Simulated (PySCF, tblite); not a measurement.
Breaking a bond: SnH, doublet.

- UKS-LDA (SVWN5) = unrestricted LDA (SVWN5)/def2-TZVP, def2 effective core potentials past Kr (PySCF 2.14.0)
- GFN2-xTB, 300 K electronic temperature (tblite)
- UCCSD = CCSD on UHF/def2-TZVP, 4 core orbitals frozen, def2 effective core potentials past Kr in PySCF
- UHF/STO-3G = PySCF 2.14.0 with unrestricted Hartree-Fock/STO-3G

Energies are in kcal/mol, each relative to the lowest point of its own curve near equilibrium.

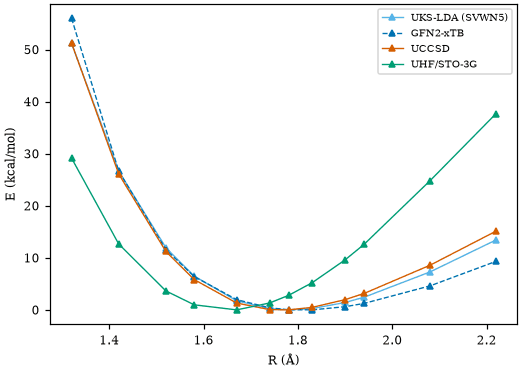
Figure. Energy against bond length for each method.

```
R / Å  UKS-LDA (SVWN5)  GFN2-xTB  UCCSD  UHF/STO-3G
-----  ---------------  --------  -----  ----------
1.32              51.2      56.0   51.2        29.1
1.42              26.6      26.7   26.1        12.6
1.52              11.9      11.6   11.2         3.6
1.58               6.5       6.4    5.8         1.0
1.67               1.8       2.0    1.3         0.0
1.74               0.2       0.4    0.1         1.3
1.78               0.0       0.0    0.0         2.8
1.83               0.3       0.0    0.5         5.2
1.90               1.4       0.6    2.0         9.6
1.94               2.4       1.2    3.2        12.6
2.08               7.3       4.6    8.6        24.8
2.22              13.4       9.3   15.1        37.7
```

At the longest distance, 2.22 Å, UHF/STO-3G lies highest above its minimum (37.7 kcal/mol) and GFN2-xTB lowest (9.3 kcal/mol).

The scan ran from 1.32 to 7.03 Å; beyond the distances shown one of the unrestricted levels run for this scan, shown here or not, changes its spin distribution in one step. The unrestricted determinant behind UHF/STO-3G is spin-contaminated at 1.32 to 1.42, 2.22 Å (<S²> up to 1.0, against 0.75 for a pure doublet).
